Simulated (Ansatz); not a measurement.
# Run report: WH6ClO2F, molecular dynamics (part 1 of 5)

WH6ClO2F, computed with RHF/def2-SVP (Ansatz 0.2.0).

It belongs to a series of runs on one base structure; here: dynamics from the highest image of the converged band.

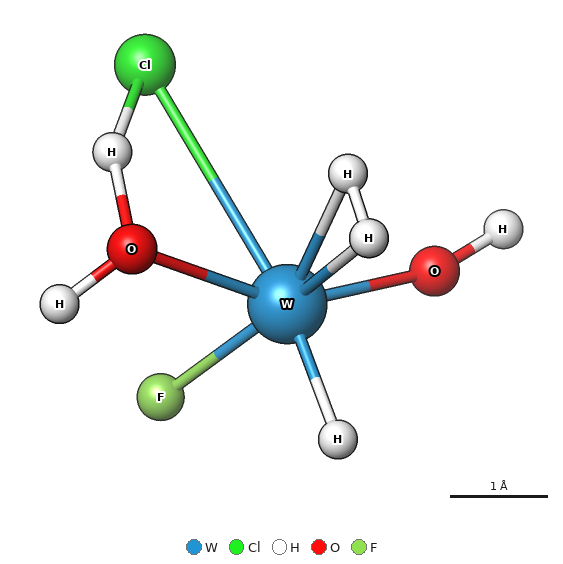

*The structure as given in the input (ball-and-stick view, seen at a tilt). Sticks mark near contacts.*

Bond lengths as drawn: Cl–H 1.50 Å, Cl–W 3.00 Å, F–W 1.91 Å, H–H 0.80 Å, H–O 0.94 to 1.27 Å, H–W 1.68 to 1.92 Å and O–W 1.82 to 2.04 Å.

The input:
```yaml
crystal:
  periodic: [false, false, false]
  atoms:
    - { symbol: W, position_ang: [-0.25107, -0.659237, 0.040354] }
    - { symbol: Cl, position_ang: [0.026522, -0.491689, 3.021256] }
    - { symbol: H, position_ang: [0.798087, 0.8901, -0.409081] }
    - { symbol: H, position_ang: [0.639687, 1.012553, 0.36682] }
    - { symbol: O, position_ang: [-1.745855, 0.361272, -0.113114] }
    - { symbol: H, position_ang: [-2.419871, 1.0043, 0.03508] }
    - { symbol: F, position_ang: [-0.584668, -2.524431, 0.281417] }
    - { symbol: H, position_ang: [0.009425, -0.879742, -1.604131] }
    - { symbol: O, position_ang: [1.539824, -1.127791, 0.889768] }
    - { symbol: H, position_ang: [1.914001, -1.994333, 0.779695] }
    - { symbol: H, position_ang: [1.094318, -0.911304, 2.057136] }
basis:
  gaussian: { orbitals: def2-SVP }
hamiltonian:
  xc: hf
md:
  timestep: 0.5
  n_steps: 200
  ensemble: nve
  temperature: 100.0
  initial_velocities: maxwell_boltzmann
  seed: 4835
```

Run on 2 threads of Intel Xeon (Sapphire Rapids), 32 GiB of memory available, shared host.

Launch command:
```bash
ansatz run input.yaml --threads 2 --pin off --max-ram 3072MiB --backend cpu --events-out ev --progress --plain --runs-dir out
```

Log:
```
Engine: ansatz 0.2.0, x86_64-unknown-linux-gnu
Functional definition: HF
  exchange = exact_x
  correlation = 0
1272 factors; integrals over basis functions are off by at most 3.7e-4 eV
mean field evaluation 1: about -21170.3831 eV, gradient 5.1e1 eV
mean field evaluation 2: about -21170.6190 eV, gradient 5.1e1 eV
mean field evaluation 4: about -21175.9684 eV, gradient 4.8e0 eV
mean field evaluation 8: about -21176.0958 eV, gradient 7.6e-1 eV
mean field -21176.10330333 eV, -778.2074427192 hartree, gradient 8.8e-5 eV, S^2 0.000000; 0 other end points of the search recorded, 0 dependent functions left out
the calculation of the forces begins
reference -21176.10330333 eV, -778.2074427192 hartree; 31, 31 occupied and 91, 91 virtual orbitals, 1272 factors
md step     0: t =     0.00 fs  T =   100.0 K  F+E_penalty+E_count = -21176.10330333 eV  E_kin = 0.116334 eV  conserved = -21175.98696933 eV  (55 SCF iters)
these checks for a lower state are left out or cut short: starts, cluster_reference, orbital_swaps, neighbouring_geometries, increment
1272 factors; integrals over basis functions are off by at most 3.7e-4 eV
mean field evaluation 16: about -21175.7829 eV, gradient 3.6e0 eV
mean field -21176.10164184 eV, -778.2073816604 hartree, gradient 1.5e-5 eV, S^2 0.000000; 0 other end points of the search recorded, 0 dependent functions left out
the calculation of the forces begins
reference -21176.10164184 eV, -778.2073816604 hartree; 31, 31 occupied and 91, 91 virtual orbitals, 1272 factors
md step     1: t =     0.50 fs  T =    98.6 K  F+E_penalty+E_count = -21176.10164184 eV  E_kin = 0.114731 eV  conserved = -21175.98691093 eV  (78 SCF iters)
[... from here on the SCF iterations and repeated set-up lines of each step are left out, up to the last step ...]
md step     2: t =     1.00 fs  T =    95.2 K  F+E_penalty+E_count = -21176.09749040 eV  E_kin = 0.110702 eV  conserved = -21175.98678881 eV  (60 SCF iters)
md step     3: t =     1.50 fs  T =    91.2 K  F+E_penalty+E_count = -21176.09271913 eV  E_kin = 0.106048 eV  conserved = -21175.98667158 eV  (63 SCF iters)
md step     4: t =     2.00 fs  T =    88.1 K  F+E_penalty+E_count = -21176.08914345 eV  E_kin = 0.102526 eV  conserved = -21175.98661754 eV  (61 SCF iters)
md step     5: t =     2.50 fs  T =    86.8 K  F+E_penalty+E_count = -21176.08761078 eV  E_kin = 0.100961 eV  conserved = -21175.98664971 eV  (62 SCF iters)
md step     6: t =     3.00 fs  T =    86.7 K  F+E_penalty+E_count = -21176.08763664 eV  E_kin = 0.100889 eV  conserved = -21175.98674768 eV  (62 SCF iters)
md step     7: t =     3.50 fs  T =    86.7 K  F+E_penalty+E_count = -21176.08772576 eV  E_kin = 0.100870 eV  conserved = -21175.98685606 eV  (62 SCF iters)
md step     8: t =     4.00 fs  T =    85.4 K  F+E_penalty+E_count = -21176.08624468 eV  E_kin = 0.099337 eV  conserved = -21175.98690794 eV  (63 SCF iters)
md step     9: t =     4.50 fs  T =    82.2 K  F+E_penalty+E_count = -21176.08245493 eV  E_kin = 0.095593 eV  conserved = -21175.98686236 eV  (63 SCF iters)
md step    10: t =     5.00 fs  T =    77.7 K  F+E_penalty+E_count = -21176.07712241 eV  E_kin = 0.090385 eV  conserved = -21175.98673707 eV  (63 SCF iters)
md step    11: t =     5.50 fs  T =    73.6 K  F+E_penalty+E_count = -21176.07221051 eV  E_kin = 0.085600 eV  conserved = -21175.98661016 eV  (62 SCF iters)
md step    12: t =     6.00 fs  T =    71.4 K  F+E_penalty+E_count = -21176.06968366 eV  E_kin = 0.083114 eV  conserved = -21175.98656925 eV  (62 SCF iters)
md step    13: t =     6.50 fs  T =    71.8 K  F+E_penalty+E_count = -21176.07018897 eV  E_kin = 0.083546 eV  conserved = -21175.98664341 eV  (61 SCF iters)
md step    14: t =     7.00 fs  T =    73.8 K  F+E_penalty+E_count = -21176.07262213 eV  E_kin = 0.085843 eV  conserved = -21175.98677938 eV  (61 SCF iters)
md step    15: t =     7.50 fs  T =    75.7 K  F+E_penalty+E_count = -21176.07492497 eV  E_kin = 0.088040 eV  conserved = -21175.98688536 eV  (62 SCF iters)
md step    16: t =     8.00 fs  T =    76.1 K  F+E_penalty+E_count = -21176.07546998 eV  E_kin = 0.088570 eV  conserved = -21175.98689987 eV  (63 SCF iters)
md step    17: t =     8.50 fs  T =    75.0 K  F+E_penalty+E_count = -21176.07401952 eV  E_kin = 0.087195 eV  conserved = -21175.98682417 eV  (57 SCF iters)
md step    18: t =     9.00 fs  T =    73.1 K  F+E_penalty+E_count = -21176.07173580 eV  E_kin = 0.085027 eV  conserved = -21175.98670877 eV  (62 SCF iters)
md step    19: t =     9.50 fs  T =    72.0 K  F+E_penalty+E_count = -21176.07041730 eV  E_kin = 0.083800 eV  conserved = -21175.98661748 eV  (62 SCF iters)
md step    20: t =    10.00 fs  T =    73.0 K  F+E_penalty+E_count = -21176.07150353 eV  E_kin = 0.084908 eV  conserved = -21175.98659549 eV  (65 SCF iters)
md step    21: t =    10.50 fs  T =    76.3 K  F+E_penalty+E_count = -21176.07536003 eV  E_kin = 0.088709 eV  conserved = -21175.98665137 eV  (65 SCF iters)
md step    22: t =    11.00 fs  T =    81.1 K  F+E_penalty+E_count = -21176.08114355 eV  E_kin = 0.094390 eV  conserved = -21175.98675333 eV  (62 SCF iters)
md step    23: t =    11.50 fs  T =    86.4 K  F+E_penalty+E_count = -21176.08730242 eV  E_kin = 0.100460 eV  conserved = -21175.98684215 eV  (62 SCF iters)
md step    24: t =    12.00 fs  T =    90.8 K  F+E_penalty+E_count = -21176.09250353 eV  E_kin = 0.105644 eV  conserved = -21175.98685925 eV  (63 SCF iters)
md step    25: t =    12.50 fs  T =    94.3 K  F+E_penalty+E_count = -21176.09652507 eV  E_kin = 0.109740 eV  conserved = -21175.98678547 eV  (62 SCF iters)
md step    26: t =    13.00 fs  T =    97.9 K  F+E_penalty+E_count = -21176.10052695 eV  E_kin = 0.113863 eV  conserved = -21175.98666412 eV  (62 SCF iters)
md step    27: t =    13.50 fs  T =   103.0 K  F+E_penalty+E_count = -21176.10636320 eV  E_kin = 0.119780 eV  conserved = -21175.98658294 eV  (62 SCF iters)
md step    28: t =    14.00 fs  T =   110.6 K  F+E_penalty+E_count = -21176.11525694 eV  E_kin = 0.128648 eV  conserved = -21175.98660927 eV  (58 SCF iters)
md step    29: t =    14.50 fs  T =   120.4 K  F+E_penalty+E_count = -21176.12679615 eV  E_kin = 0.140063 eV  conserved = -21175.98673337 eV  (58 SCF iters)
md step    30: t =    15.00 fs  T =   130.8 K  F+E_penalty+E_count = -21176.13908047 eV  E_kin = 0.152206 eV  conserved = -21175.98687479 eV  (59 SCF iters)
md step    31: t =    15.50 fs  T =   140.1 K  F+E_penalty+E_count = -21176.14992885 eV  E_kin = 0.162983 eV  conserved = -21175.98694574 eV  (59 SCF iters)
md step    32: t =    16.00 fs  T =   147.3 K  F+E_penalty+E_count = -21176.15821844 eV  E_kin = 0.171308 eV  conserved = -21175.98691075 eV  (58 SCF iters)
md step    33: t =    16.50 fs  T =   152.7 K  F+E_penalty+E_count = -21176.16445253 eV  E_kin = 0.177654 eV  conserved = -21175.98679883 eV  (59 SCF iters)
md step    34: t =    17.00 fs  T =   157.9 K  F+E_penalty+E_count = -21176.17034134 eV  E_kin = 0.183666 eV  conserved = -21175.98667489 eV  (57 SCF iters)
md step    35: t =    17.50 fs  T =   164.4 K  F+E_penalty+E_count = -21176.17780208 eV  E_kin = 0.191199 eV  conserved = -21175.98660274 eV  (61 SCF iters)
md step    36: t =    18.00 fs  T =   173.1 K  F+E_penalty+E_count = -21176.18796242 eV  E_kin = 0.201346 eV  conserved = -21175.98661640 eV  (56 SCF iters)
md step    37: t =    18.50 fs  T =   183.9 K  F+E_penalty+E_count = -21176.20061821 eV  E_kin = 0.213909 eV  conserved = -21175.98670884 eV  (59 SCF iters)
md step    38: t =    19.00 fs  T =   195.6 K  F+E_penalty+E_count = -21176.21434719 eV  E_kin = 0.227513 eV  conserved = -21175.98683420 eV  (59 SCF iters)
md step    39: t =    19.50 fs  T =   206.6 K  F+E_penalty+E_count = -21176.22723540 eV  E_kin = 0.240309 eV  conserved = -21175.98692635 eV  (56 SCF iters)
md step    40: t =    20.00 fs  T =   215.7 K  F+E_penalty+E_count = -21176.23790501 eV  E_kin = 0.250972 eV  conserved = -21175.98693326 eV  (57 SCF iters)
md step    41: t =    20.50 fs  T =   223.0 K  F+E_penalty+E_count = -21176.24629822 eV  E_kin = 0.259444 eV  conserved = -21175.98685425 eV  (55 SCF iters)
md step    42: t =    21.00 fs  T =   229.4 K  F+E_penalty+E_count = -21176.25366021 eV  E_kin = 0.266910 eV  conserved = -21175.98675056 eV  (59 SCF iters)
md step    43: t =    21.50 fs  T =   236.3 K  F+E_penalty+E_count = -21176.26159386 eV  E_kin = 0.274887 eV  conserved = -21175.98670644 eV  (58 SCF iters)
md step    44: t =    22.00 fs  T =   244.2 K  F+E_penalty+E_count = -21176.27079469 eV  E_kin = 0.284035 eV  conserved = -21175.98675994 eV  (56 SCF iters)
md step    45: t =    22.50 fs  T =   252.4 K  F+E_penalty+E_count = -21176.28047757 eV  E_kin = 0.293608 eV  conserved = -21175.98686986 eV  (57 SCF iters)
md step    46: t =    23.00 fs  T =   259.6 K  F+E_penalty+E_count = -21176.28899325 eV  E_kin = 0.302043 eV  conserved = -21175.98694980 eV  (57 SCF iters)
md step    47: t =    23.50 fs  T =   264.9 K  F+E_penalty+E_count = -21176.29512373 eV  E_kin = 0.308186 eV  conserved = -21175.98693812 eV  (57 SCF iters)
md step    48: t =    24.00 fs  T =   268.4 K  F+E_penalty+E_count = -21176.29902637 eV  E_kin = 0.312187 eV  conserved = -21175.98683945 eV  (57 SCF iters)
md step    49: t =    24.50 fs  T =   271.2 K  F+E_penalty+E_count = -21176.30219905 eV  E_kin = 0.315488 eV  conserved = -21175.98671080 eV  (58 SCF iters)
md step    50: t =    25.00 fs  T =   275.1 K  F+E_penalty+E_count = -21176.30661899 eV  E_kin = 0.319996 eV  conserved = -21175.98662278 eV  (59 SCF iters)
md step    51: t =    25.50 fs  T =   281.1 K  F+E_penalty+E_count = -21176.31364830 eV  E_kin = 0.327025 eV  conserved = -21175.98662337 eV  (59 SCF iters)
md step    52: t =    26.00 fs  T =   289.3 K  F+E_penalty+E_count = -21176.32328457 eV  E_kin = 0.336568 eV  conserved = -21175.98671702 eV  (56 SCF iters)
md step    53: t =    26.50 fs  T =   298.5 K  F+E_penalty+E_count = -21176.33408352 eV  E_kin = 0.347220 eV  conserved = -21175.98686387 eV  (56 SCF iters)
md step    54: t =    27.00 fs  T =   306.7 K  F+E_penalty+E_count = -21176.34378646 eV  E_kin = 0.356793 eV  conserved = -21175.98699326 eV  (56 SCF iters)
md step    55: t =    27.50 fs  T =   312.4 K  F+E_penalty+E_count = -21176.35042524 eV  E_kin = 0.363391 eV  conserved = -21175.98703433 eV  (56 SCF iters)
md step    56: t =    28.00 fs  T =   315.0 K  F+E_penalty+E_count = -21176.35341789 eV  E_kin = 0.366463 eV  conserved = -21175.98695530 eV  (54 SCF iters)
md step    57: t =    28.50 fs  T =   315.7 K  F+E_penalty+E_count = -21176.35402902 eV  E_kin = 0.367234 eV  conserved = -21175.98679455 eV  (56 SCF iters)
md step    58: t =    29.00 fs  T =   316.4 K  F+E_penalty+E_count = -21176.35475469 eV  E_kin = 0.368106 eV  conserved = -21175.98664847 eV  (56 SCF iters)
md step    59: t =    29.50 fs  T =   319.1 K  F+E_penalty+E_count = -21176.35789239 eV  E_kin = 0.371240 eV  conserved = -21175.98665213 eV  (58 SCF iters)
md step    60: t =    30.00 fs  T =   324.3 K  F+E_penalty+E_count = -21176.36398353 eV  E_kin = 0.377247 eV  conserved = -21175.98673654 eV  (58 SCF iters)
md step    61: t =    30.50 fs  T =   330.9 K  F+E_penalty+E_count = -21176.37179115 eV  E_kin = 0.384910 eV  conserved = -21175.98688122 eV  (56 SCF iters)
md step    62: t =    31.00 fs  T =   337.0 K  F+E_penalty+E_count = -21176.37909163 eV  E_kin = 0.392098 eV  conserved = -21175.98699323 eV  (56 SCF iters)
md step    63: t =    31.50 fs  T =   341.4 K  F+E_penalty+E_count = -21176.38412997 eV  E_kin = 0.397114 eV  conserved = -21175.98701619 eV  (58 SCF iters)
md step    64: t =    32.00 fs  T =   343.4 K  F+E_penalty+E_count = -21176.38650091 eV  E_kin = 0.399546 eV  conserved = -21175.98695488 eV  (57 SCF iters)
md step    65: t =    32.50 fs  T =   344.1 K  F+E_penalty+E_count = -21176.38711406 eV  E_kin = 0.400259 eV  conserved = -21175.98685472 eV  (58 SCF iters)
md step    66: t =    33.00 fs  T =   344.5 K  F+E_penalty+E_count = -21176.38750566 eV  E_kin = 0.400736 eV  conserved = -21175.98677013 eV  (55 SCF iters)
md step    67: t =    33.50 fs  T =   345.8 K  F+E_penalty+E_count = -21176.38898586 eV  E_kin = 0.402247 eV  conserved = -21175.98673931 eV  (54 SCF iters)
md step    68: t =    34.00 fs  T =   348.4 K  F+E_penalty+E_count = -21176.39202702 eV  E_kin = 0.405255 eV  conserved = -21175.98677219 eV  (57 SCF iters)
md step    69: t =    34.50 fs  T =   351.8 K  F+E_penalty+E_count = -21176.39611693 eV  E_kin = 0.409272 eV  conserved = -21175.98684462 eV  (58 SCF iters)
md step    70: t =    35.00 fs  T =   355.2 K  F+E_penalty+E_count = -21176.40014364 eV  E_kin = 0.413235 eV  conserved = -21175.98690831 eV  (58 SCF iters)
md step    71: t =    35.50 fs  T =   357.8 K  F+E_penalty+E_count = -21176.40315334 eV  E_kin = 0.416238 eV  conserved = -21175.98691568 eV  (55 SCF iters)
md step    72: t =    36.00 fs  T =   359.5 K  F+E_penalty+E_count = -21176.40506720 eV  E_kin = 0.418211 eV  conserved = -21175.98685632 eV  (57 SCF iters)
md step    73: t =    36.50 fs  T =   361.1 K  F+E_penalty+E_count = -21176.40680838 eV  E_kin = 0.420032 eV  conserved = -21175.98677649 eV  (54 SCF iters)
md step    74: t =    37.00 fs  T =   363.5 K  F+E_penalty+E_count = -21176.40958534 eV  E_kin = 0.422835 eV  conserved = -21175.98674997 eV  (58 SCF iters)
md step    75: t =    37.50 fs  T =   367.0 K  F+E_penalty+E_count = -21176.41378384 eV  E_kin = 0.426969 eV  conserved = -21175.98681480 eV  (58 SCF iters)
md step    76: t =    38.00 fs  T =   370.9 K  F+E_penalty+E_count = -21176.41841068 eV  E_kin = 0.431478 eV  conserved = -21175.98693315 eV  (61 SCF iters)
md step    77: t =    38.50 fs  T =   373.6 K  F+E_penalty+E_count = -21176.42166345 eV  E_kin = 0.434644 eV  conserved = -21175.98701986 eV  (58 SCF iters)
md step    78: t =    39.00 fs  T =   374.1 K  F+E_penalty+E_count = -21176.42220944 eV  E_kin = 0.435199 eV  conserved = -21175.98701044 eV  (59 SCF iters)
md step    79: t =    39.50 fs  T =   372.4 K  F+E_penalty+E_count = -21176.42017369 eV  E_kin = 0.433269 eV  conserved = -21175.98690467 eV  (58 SCF iters)
md step    80: t =    40.00 fs  T =   370.0 K  F+E_penalty+E_count = -21176.41717009 eV  E_kin = 0.430412 eV  conserved = -21175.98675807 eV  (59 SCF iters)
md step    81: t =    40.50 fs  T =   368.6 K  F+E_penalty+E_count = -21176.41542192 eV  E_kin = 0.428819 eV  conserved = -21175.98660292 eV  (58 SCF iters)
md step    82: t =    41.00 fs  T =   369.8 K  F+E_penalty+E_count = -21176.41677617 eV  E_kin = 0.430198 eV  conserved = -21175.98657779 eV  (59 SCF iters)
md step    83: t =    41.50 fs  T =   373.8 K  F+E_penalty+E_count = -21176.42157146 eV  E_kin = 0.434914 eV  conserved = -21175.98665736 eV  (59 SCF iters)
md step    84: t =    42.00 fs  T =   379.7 K  F+E_penalty+E_count = -21176.42855741 eV  E_kin = 0.441748 eV  conserved = -21175.98680958 eV  (60 SCF iters)
md step    85: t =    42.50 fs  T =   385.4 K  F+E_penalty+E_count = -21176.43536867 eV  E_kin = 0.448405 eV  conserved = -21175.98696320 eV  (59 SCF iters)
md step    86: t =    43.00 fs  T =   389.1 K  F+E_penalty+E_count = -21176.43965132 eV  E_kin = 0.452616 eV  conserved = -21175.98703494 eV  (59 SCF iters)
md step    87: t =    43.50 fs  T =   389.7 K  F+E_penalty+E_count = -21176.44033789 eV  E_kin = 0.453361 eV  conserved = -21175.98697729 eV  (58 SCF iters)
md step    88: t =    44.00 fs  T =   388.1 K  F+E_penalty+E_count = -21176.43835304 eV  E_kin = 0.451536 eV  conserved = -21175.98681686 eV  (61 SCF iters)
md step    89: t =    44.50 fs  T =   386.4 K  F+E_penalty+E_count = -21176.43617431 eV  E_kin = 0.449524 eV  conserved = -21175.98665066 eV  (59 SCF iters)
md step    90: t =    45.00 fs  T =   386.6 K  F+E_penalty+E_count = -21176.43634813 eV  E_kin = 0.449765 eV  conserved = -21175.98658300 eV  (59 SCF iters)
md step    91: t =    45.50 fs  T =   389.6 K  F+E_penalty+E_count = -21176.43991728 eV  E_kin = 0.453269 eV  conserved = -21175.98664862 eV  (59 SCF iters)
md step    92: t =    46.00 fs  T =   394.6 K  F+E_penalty+E_count = -21176.44589163 eV  E_kin = 0.459099 eV  conserved = -21175.98679220 eV  (59 SCF iters)
md step    93: t =    46.50 fs  T =   399.8 K  F+E_penalty+E_count = -21176.45206637 eV  E_kin = 0.465146 eV  conserved = -21175.98691992 eV  (58 SCF iters)
md step    94: t =    47.00 fs  T =   403.6 K  F+E_penalty+E_count = -21176.45644586 eV  E_kin = 0.469479 eV  conserved = -21175.98696675 eV  (58 SCF iters)
md step    95: t =    47.50 fs  T =   405.2 K  F+E_penalty+E_count = -21176.45826062 eV  E_kin = 0.471334 eV  conserved = -21175.98692629 eV  (58 SCF iters)
md step    96: t =    48.00 fs  T =   405.1 K  F+E_penalty+E_count = -21176.45809694 eV  E_kin = 0.471259 eV  conserved = -21175.98683765 eV  (54 SCF iters)
md step    97: t =    48.50 fs  T =   404.5 K  F+E_penalty+E_count = -21176.45730733 eV  E_kin = 0.470552 eV  conserved = -21175.98675498 eV  (56 SCF iters)
md step    98: t =    49.00 fs  T =   404.4 K  F+E_penalty+E_count = -21176.45716391 eV  E_kin = 0.470443 eV  conserved = -21175.98672083 eV  (57 SCF iters)
md step    99: t =    49.50 fs  T =   405.2 K  F+E_penalty+E_count = -21176.45819027 eV  E_kin = 0.471442 eV  conserved = -21175.98674862 eV  (56 SCF iters)
md step   100: t =    50.00 fs  T =   406.7 K  F+E_penalty+E_count = -21176.45996076 eV  E_kin = 0.473146 eV  conserved = -21175.98681508 eV  (56 SCF iters)
md step   101: t =    50.50 fs  T =   408.0 K  F+E_penalty+E_count = -21176.46146993 eV  E_kin = 0.474600 eV  conserved = -21175.98686983 eV  (61 SCF iters)
md step   102: t =    51.00 fs  T =   408.3 K  F+E_penalty+E_count = -21176.46190866 eV  E_kin = 0.475043 eV  conserved = -21175.98686532 eV  (61 SCF iters)
md step   103: t =    51.50 fs  T =   408.0 K  F+E_penalty+E_count = -21176.46138047 eV  E_kin = 0.474586 eV  conserved = -21175.98679456 eV  (59 SCF iters)
md step   104: t =    52.00 fs  T =   407.7 K  F+E_penalty+E_count = -21176.46097901 eV  E_kin = 0.474270 eV  conserved = -21175.98670896 eV  (60 SCF iters)
md step   105: t =    52.50 fs  T =   408.6 K  F+E_penalty+E_count = -21176.46199343 eV  E_kin = 0.475308 eV  conserved = -21175.98668581 eV  (58 SCF iters)
md step   106: t =    53.00 fs  T =   410.9 K  F+E_penalty+E_count = -21176.46475674 eV  E_kin = 0.477996 eV  conserved = -21175.98676066 eV  (61 SCF iters)
md step   107: t =    53.50 fs  T =   413.7 K  F+E_penalty+E_count = -21176.46812836 eV  E_kin = 0.481239 eV  conserved = -21175.98688940 eV  (60 SCF iters)
md step   108: t =    54.00 fs  T =   415.3 K  F+E_penalty+E_count = -21176.47015543 eV  E_kin = 0.483174 eV  conserved = -21175.98698191 eV  (59 SCF iters)
md step   109: t =    54.50 fs  T =   414.7 K  F+E_penalty+E_count = -21176.46942324 eV  E_kin = 0.482450 eV  conserved = -21175.98697356 eV  (60 SCF iters)
md step   110: t =    55.00 fs  T =   411.9 K  F+E_penalty+E_count = -21176.46604582 eV  E_kin = 0.479178 eV  conserved = -21175.98686746 eV  (60 SCF iters)
md step   111: t =    55.50 fs  T =   408.2 K  F+E_penalty+E_count = -21176.46164287 eV  E_kin = 0.474920 eV  conserved = -21175.98672331 eV  (60 SCF iters)
md step   112: t =    56.00 fs  T =   405.6 K  F+E_penalty+E_count = -21176.45843717 eV  E_kin = 0.471820 eV  conserved = -21175.98661678 eV  (77 SCF iters)
md step   113: t =    56.50 fs  T =   405.3 K  F+E_penalty+E_count = -21176.45808116 eV  E_kin = 0.471480 eV  conserved = -21175.98660104 eV  (61 SCF iters)
```
